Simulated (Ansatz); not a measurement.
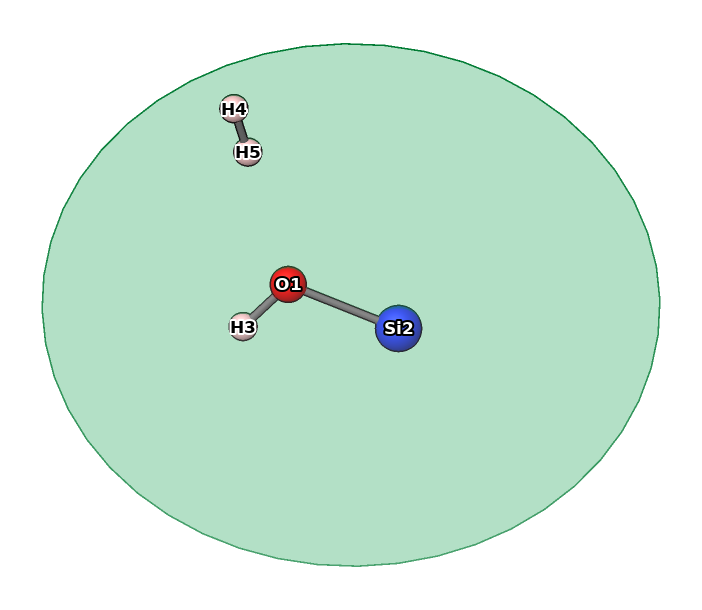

A disc through the centre of mass is drawn in. Distant atoms are faded towards the background colour. Charge −1, singlet. The computed structure is the end point of a PBE0-D4/def2-TZVPD optimisation. No frequency run is at hand to confirm it as a minimum.

Question: Is the plane of the disc a mirror plane of the structure?

Answer: Yes. The reflection leaves O1, Si2, H3, H4, H5 in place. The point group is Cs.
